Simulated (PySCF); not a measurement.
**C₃H₈O₂Si₃: density, localisation and related maps**

Input

```
{"job": {"kind": "nmr", "xc": "PBE0", "basis": "pcSseg-1"}, "charge": 0, "multiplicity": 1}
C     -1.077231     2.400450     0.118306
C     -1.241474     1.244761    -0.159059
C     -1.371514    -0.145284    -0.457252
Si    -1.535225    -1.384951     1.017246
O     -0.173969    -2.148167     0.454847
Si     0.251466    -1.131770    -0.788866
O      1.593480    -0.320939    -0.447932
Si     2.360848     0.665644     0.598738
H     -0.973469     3.418158     0.348348
H     -2.135324    -0.283900    -1.223685
H     -1.284882    -0.838302     2.341447
H     -2.641203    -2.324265     0.910798
H      0.488510    -1.882241    -2.000690
H      3.601003    -0.046401     0.906183
H      2.577566     1.895578    -0.158285
H      1.553817     0.890572     1.795929
```

Run with:

```sh
OMP_NUM_THREADS=1 python probes_run.py task.json out
```

Geometry: GFN2-xTB.

These are results of PySCF 2.14.0, PBE0/pcSseg-1, SCF density, gas phase, non-relativistic, not measurements.

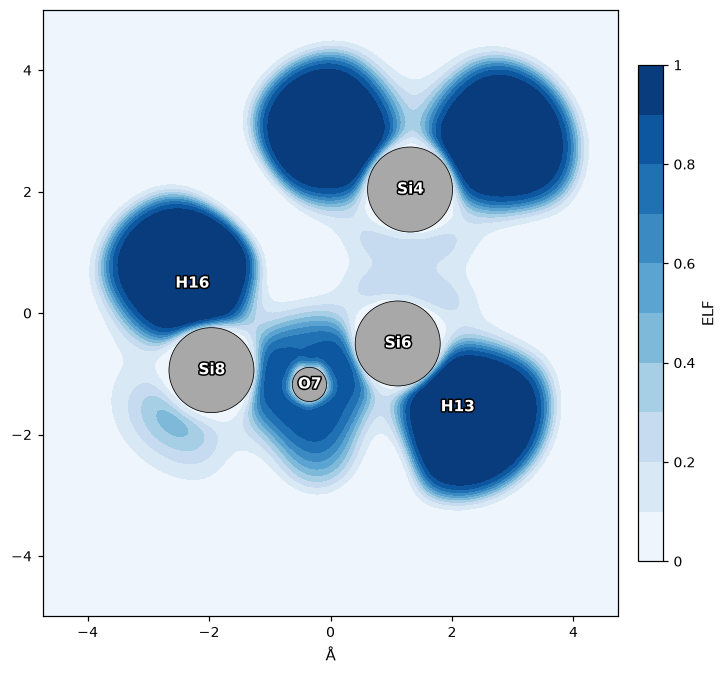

Figure 1. Electron localisation function on the plane of atoms O7, Si8 and H16. Grey discs cover the atomic cores.

Q: Describe what can be read from this map.

A:
- The plane passes through Si, O and H nuclei.
- Si–O (1.60 Å): the ELF peaks at about 0.85 between the atoms; a short, strongly polar bond.
- Si–O (1.63 Å): the ELF peaks at about 0.85 between the atoms, as expected for a polar covalent bond.
- Si–H (1.44 Å): the ELF climbs to about 1 towards the hydrogen, as it does in any bond to H.
- The ELF also peaks beside O7, away from the bonds: lone-pair regions.

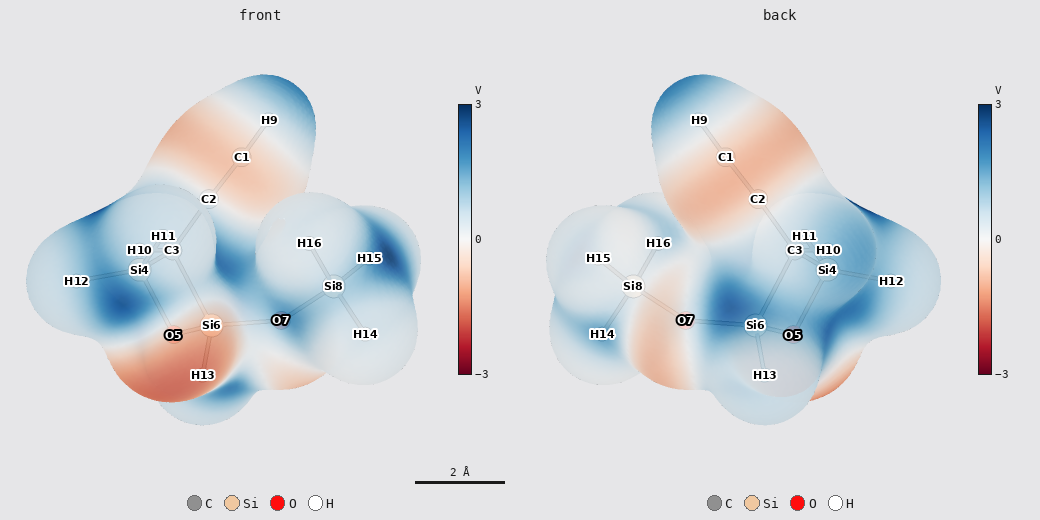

Figure 2. The electrostatic potential painted on the density surface at 0.004 e/bohr³, seen from the front and from behind; red is negative and blue positive.

Q: Describe the electrostatic potential map.

A: The most negative region (about −1.7 V) lies over O5, the most positive (about +2.7 V) over Si4 and Si8. O5 is the likeliest acceptor of a hydrogen bond.

Q: How polar is the molecule by this calculation?

A: Its dipole moment is 1.05 D.
